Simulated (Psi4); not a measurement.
Single-point calculation, with input and output: B2O2

System: B2O2 (diboron dioxide), SMILES O=BB=O.
Method: HF/4ZaPa-NR, RHF (Psi4 1.11).

The geometry comes from this level: PBE0-D4/def2-TZVP.

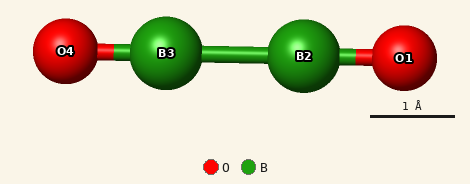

*The input geometry (ball-and-stick view, seen at a tilt; atoms are numbered from 1 in the order of the input).*

## Summary

- outcome: converged
- total energy: −199.272328 hartree
- basis functions: 284
- HOMO: −14.72 eV
- LUMO: 0.59 eV
- dipole moment: 0.00 D
- hardware: 1 thread of Intel Xeon @ 2.70GHz, 189 GiB of memory available, shared host
- wall time: 16 s
- peak memory: 0.9 GiB

## The input (calc.dat)
```
memory 1.6 GB

molecule system {
  0 1
  O     -0.743090     0.459760     1.817650
  B     -0.302300     0.187070     0.739120
  B      0.302150    -0.186920    -0.739220
  O      0.743230    -0.459920    -1.817550
  symmetry c1
}

set basis 4ZaPa-NR
set puream true
set scf_type df

e_tot, wfn = energy("scf", return_wfn=True)
```

Run as:
```bash
psi4 -i calc.dat -o calc.out -n 1
```

## Output
```
Psi4 1.11 release

   => Loading Basis Set <=

    Name: 4ZAPA-NR
    Role: ORBITAL
    Keyword: BASIS

         ---------------------------------------------------------
                                   SCF
                              RHF Reference
                        1 Threads,   1525 MiB Core
         ---------------------------------------------------------

  ==> Geometry <==

    Molecular point group: c1
    Full point group: C1

    Geometry (in Angstrom), charge = 0, multiplicity = 1:

       Center              X                  Y                   Z               Mass
    ------------   -----------------  -----------------  -----------------  -----------------
         O           -0.743100885192     0.459776808309     1.817640768833    15.994914619570
         B           -0.302310885192     0.187086808309     0.739110768833    11.009305360000
         B            0.302139114808    -0.186903191691    -0.739229231167    11.009305360000
         O            0.743219114808    -0.459903191691    -1.817559231167    15.994914619570

  Running in c1 symmetry.

  Rotational constants: A = 23419425.16908  B =      0.11632  C =      0.11632 [cm^-1]
  Rotational constants: A = 702096703638.59094  B =   3487.12334  C =   3487.12332 [MHz]
  Nuclear repulsion =   66.762222931000380

  Charge       = 0
  Multiplicity = 1
  Electrons    = 26
  Nalpha       = 13
  Nbeta        = 13

  ==> Algorithm <==

  SCF Algorithm Type is DF.
  DIIS enabled.
  MOM disabled.
  Fractional occupation disabled.
  Guess Type is SAD.
  Energy threshold   = 1.00e-06
  Density threshold  = 1.00e-06
  Integral threshold = 1.00e-12

  ==> Primary Basis <==

  Basis Set: 4ZAPA-NR
    Blend: 4ZAPA-NR
    Number of shells: 76
    Number of basis functions: 284
    Number of Cartesian functions: 360
    Spherical Harmonics?: true
    Max angular momentum: 4

   => Loading Basis Set <=

    Name: (4ZAPA-NR AUX)
    Role: JKFIT
    Keyword: DF_BASIS_SCF

  ==> Integral Setup <==

  DFHelper Memory: AOs need 0.483 GiB; user supplied 1.118 GiB.
  SCF_SUBTYPE=INCORE selected. In-core MEM_DF algorithm will be used.
  Using in-core AOs.

  ==> MemDFJK: Density-Fitted J/K Matrices <==

    J tasked:                   Yes
    K tasked:                   Yes
    wK tasked:                   No
    Memory [MiB]:              1144
    Algorithm:                 Core
    Schwarz Cutoff:           1E-12
    Mask sparsity (%):       2.9979
    Fitting Condition:        1E-10

   => Auxiliary Basis Set <=

  Basis Set: (4ZAPA-NR AUX)
    Blend: AUG-CC-PV5Z-JKFIT
    Number of shells: 156
    Number of basis functions: 780
    Number of Cartesian functions: 1200
    Spherical Harmonics?: true
    Max angular momentum: 6

  Minimum eigenvalue in the overlap matrix is 1.8821664074E-06.
  Reciprocal condition number of the overlap matrix is 1.9031352835E-07.
    Using symmetric orthogonalization.

  ==> Pre-Iterations <==

  SCF Guess: Superposition of Atomic Densities via on-the-fly atomic UHF (no occupation information).

   -------------------------
    Irrep   Nso     Nmo
   -------------------------
     A        284     284
   -------------------------
    Total     284     284
   -------------------------

  ==> Iterations <==

                           Total Energy        Delta E     RMS |[F,P]|

   @DF-RHF iter SAD:  -197.54201318962492   -1.97542e+02   0.00000e+00
   @DF-RHF iter   1:  -199.07749423696296   -1.53548e+00   2.55347e-03 ADIIS/DIIS
   @DF-RHF iter   2:  -199.08680700541959   -9.31277e-03   2.55302e-03 ADIIS/DIIS
   @DF-RHF iter   3:  -199.27180593071171   -1.84999e-01   8.91238e-05 DIIS
   @DF-RHF iter   4:  -199.27228190207802   -4.75971e-04   2.89112e-05 DIIS
   @DF-RHF iter   5:  -199.27232539369334   -4.34916e-05   6.21941e-06 DIIS
   @DF-RHF iter   6:  -199.27232830604711   -2.91235e-06   1.40994e-06 DIIS
   @DF-RHF iter   7:  -199.27232846812410   -1.62077e-07   4.39736e-07 DIIS
  Energy and wave function converged.

  ==> Post-Iterations <==

    Orbital Energies [Eh]
    ---------------------

    Doubly Occupied:

       1A    -20.594469     2A    -20.594467     3A     -7.683536
       4A     -7.682701     5A     -1.362216     6A     -1.361377
       7A     -0.727733     8A     -0.663021     9A     -0.640939
      10A     -0.563445    11A     -0.563445    12A     -0.541095
      13A     -0.541095

    Virtual:

      14A      0.021549    15A      0.021549    16A      0.031800
      17A      0.039676    18A      0.060647    19A      0.060647
      20A      0.067700    21A      0.067700    22A      0.070542
      23A      0.107734    24A      0.157536    25A      0.162020
      26A      0.162020    27A      0.174334    28A      0.179912
      29A      0.179912    30A      0.208950    31A      0.211113
      32A      0.211113    33A      0.218070    34A      0.232465
      35A      0.232465    36A      0.246690    37A      0.246690
      38A      0.265972    39A      0.268755    40A      0.268755
      41A      0.326979    42A      0.326979    43A      0.337250
      44A      0.363120    45A      0.415148    46A      0.433020
      47A      0.433020    48A      0.484137    49A      0.484137
      50A      0.494956    51A      0.494956    52A      0.499550
      53A      0.526703    54A      0.526703    55A      0.567157
      56A      0.567157    57A      0.597346    58A      0.597346
      59A      0.624281    60A      0.626618    61A      0.626618
      62A      0.642132    63A      0.642132    64A      0.658158
      65A      0.658158    66A      0.663122    67A      0.676561
      68A      0.685206    69A      0.696841    70A      0.696841
      71A      0.743075    72A      0.755045    73A      0.755045
      74A      0.849795    75A      0.921027    76A      0.921027
      77A      0.927360    78A      0.927361    79A      0.933565
      80A      0.973591    81A      0.973591    82A      1.004611
      83A      1.009613    84A      1.009613    85A      1.012449
      86A      1.012449    87A      1.058559    88A      1.058559
      89A      1.165794    90A      1.295465    91A      1.295465
      92A      1.300177    93A      1.300177    94A      1.301879
      95A      1.362389    96A      1.362389    97A      1.377839
      98A      1.400432    99A      1.425205   100A      1.425205
     101A      1.451155   102A      1.451155   103A      1.501928
     104A      1.501928   105A      1.502599   106A      1.516287
     107A      1.516287   108A      1.521436   109A      1.522399
     110A      1.522399   111A      1.611814   112A      1.690675
     113A      1.690675   114A      1.722320   115A      1.722320
     116A      1.742955   117A      1.742955   118A      1.743321
     119A      1.743321   120A      1.758322   121A      1.758322
     122A      1.772745   123A      1.843276   124A      1.843276
     125A      1.872743   126A      1.872743   127A      1.883595
     128A      1.921186   129A      1.981429   130A      1.981429
     131A      2.010962   132A      2.010963   133A      2.033757
     134A      2.163894   135A      2.163894   136A      2.307264
     137A      2.307264   138A      2.393084   139A      2.393084
     140A      2.469213   141A      2.523431   142A      2.523431
     143A      2.523540   144A      2.654997   145A      2.654997
     146A      2.812702   147A      2.912046   148A      2.913700
     149A      2.913700   150A      3.103424   151A      3.207342
     152A      3.207342   153A      3.230337   154A      3.230337
     155A      3.381050   156A      3.381050   157A      3.518618
     158A      3.593146   159A      3.593146   160A      3.626286
     161A      3.626286   162A      3.681333   163A      3.716906
     164A      3.753586   165A      3.753586   166A      3.861878
     167A      3.861878   168A      3.921025   169A      3.922948
     170A      3.922951   171A      3.925031   172A      3.925031
     173A      3.969658   174A      3.969658   175A      4.035616
     176A      4.035616   177A      4.048981   178A      4.048981
     179A      4.073124   180A      4.126548   181A      4.126548
     182A      4.173920   183A      4.173920   184A      4.237307
     185A      4.260793   186A      4.260793   187A      4.323798
     188A      4.323798   189A      4.354995   190A      4.385428
     191A      4.385428   192A      4.426012   193A      4.426012
     194A      4.575511   195A      4.575511   196A      4.753398
     197A      4.753398   198A      4.869455   199A      4.869455
     200A      4.907727   201A      4.907727   202A      4.960496
     203A      5.052031   204A      5.062713   205A      5.062713
     206A      5.064730   207A      5.064730   208A      5.205289
     209A      5.227313   210A      5.227313   211A      5.278711
     212A      5.278711   213A      5.355550   214A      5.437790
     215A      5.437791   216A      5.459685   217A      5.459685
     218A      5.683891   219A      5.851570   220A      5.851570
     221A      6.206130   222A      6.329301   223A      6.460350
     224A      6.460351   225A      7.115875   226A      7.136050
     227A      7.414959   228A      7.414959   229A      7.509085
     230A      7.509085   231A      8.999011   232A      9.134189
     233A      9.583081   234A      9.583081   235A      9.584482
     236A      9.584482   237A      9.745310   238A      9.745310
     239A      9.817994   240A      9.817994   241A     10.297721
     242A     10.297721   243A     10.567346   244A     10.567346
     245A     10.825399   246A     10.825399   247A     10.966912
     248A     10.966912   249A     10.989338   250A     11.012464
     251A     11.543896   252A     11.543896   253A     11.698664
     254A     11.698664   255A     11.730977   256A     11.730977
     257A     11.780444   258A     11.780444   259A     12.112145
     260A     12.112145   261A     12.203295   262A     12.238570
     263A     12.238570   264A     12.275967   265A     12.719430
     266A     12.719430   267A     12.832933   268A     12.832933
     269A     12.943606   270A     12.968714   271A     13.437870
     272A     13.437870   273A     13.562039   274A     13.562039
     275A     14.365926   276A     14.365926   277A     14.916785
     278A     14.916785   279A     15.011199   280A     15.052796
     281A     18.196549   282A     19.136764   283A     25.688801
     284A     27.594602

    Final Occupation by Irrep:
              A
    DOCC [    13 ]
    NA   [    13 ]
    NB   [    13 ]

  @DF-RHF Final Energy:  -199.27232846812410

   => Energetics <=

    Nuclear Repulsion Energy =             66.7622229310003803
    One-Electron Energy =                -405.0297950432395169
    Two-Electron Energy =                 138.9952436441150212
    Total Energy =                       -199.2723284681241012

Computation Completed

Properties will be evaluated at   0.000000,   0.000000,   0.000000 [a0]

Properties computed using the SCF density matrix

 Multipole Moments:

 ------------------------------------------------------------------------------------
     Multipole            Electronic (a.u.)      Nuclear  (a.u.)        Total (a.u.)
 ------------------------------------------------------------------------------------

 L = 1.  Multiply by 2.5417464519 to convert [e a0] to [Debye]
 Dipole X            :         -0.0004734            0.0001644           -0.0003090
 Dipole Y            :          0.0005062           -0.0001757            0.0003305
 Dipole Z            :         -0.0003279            0.0001134           -0.0002146
 Magnitude           :                                                    0.0005008

 ------------------------------------------------------------------------------------

	total time  =         13 seconds =       0.22 minutes

    Psi4 run time: 0:00:13.41
```

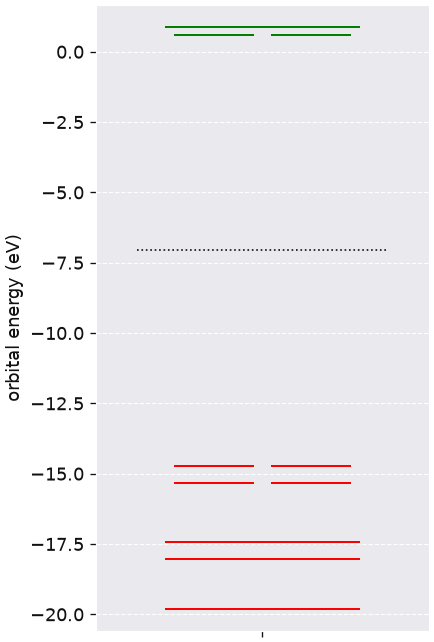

*Orbital energies near the frontier; the dotted line parts filled from empty levels, and levels within 0.02 eV of each other stand side by side.*

Highest filled −14.72 eV, lowest empty 0.59 eV, 15.31 eV apart.
